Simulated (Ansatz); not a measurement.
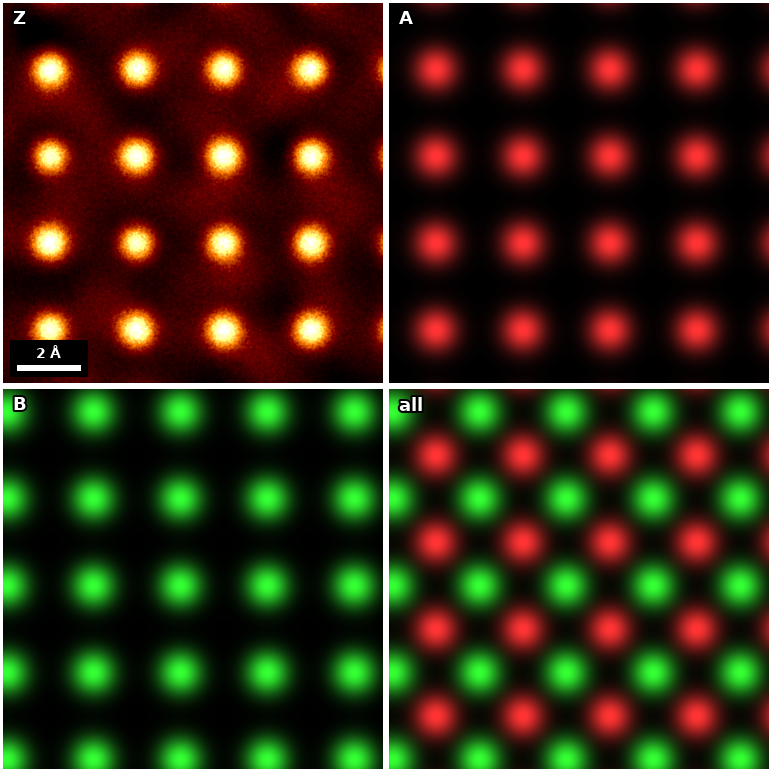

BiB (F-43m, No. 216) along [001]. Panel Z: Simulated incoherent Z contrast: every atom adds Z^1.7 spread by a probe of 0.88 Å full width; channelling and multiple scattering are left out. Shot noise and the speckle of an amorphous layer were added. The other panels are simulated element maps (the number of atoms of one element along the beam, blurred by 1.1 Å; each on its own scale, no channelling); the last overlays them. Atomic positions: a calculation's starting geometry; the starting structure was generated, so it need not be a known form of this composition.

```cif
data_structure
_symmetry_space_group_name_H-M 'P 1'
_symmetry_Int_Tables_number 1
_cell_length_a 5.4897
_cell_length_b 5.4897
_cell_length_c 5.4897
_cell_angle_alpha 90.000
_cell_angle_beta 90.000
_cell_angle_gamma 90.000
_cell_volume 165.45
loop_
_atom_site_label
_atom_site_type_symbol
_atom_site_fract_x
_atom_site_fract_y
_atom_site_fract_z
_atom_site_occupancy
B1 B 0.00000 0.00000 0.00000 1
Bi1 Bi 0.25000 0.25000 0.75000 1
B2 B 0.00000 0.50000 0.50000 1
Bi2 Bi 0.25000 0.75000 0.25000 1
B3 B 0.50000 0.00000 0.50000 1
Bi3 Bi 0.75000 0.25000 0.25000 1
B4 B 0.50000 0.50000 0.00000 1
Bi4 Bi 0.75000 0.75000 0.75000 1
```

Question: Which element does each lettered map show?

Answer: A: Bi, B: B. The projected cell (2.74 × 2.74 Å, 90°) holds 2 columns: 1 of B and 1 of Bi. No column is shared by two of the mapped elements.
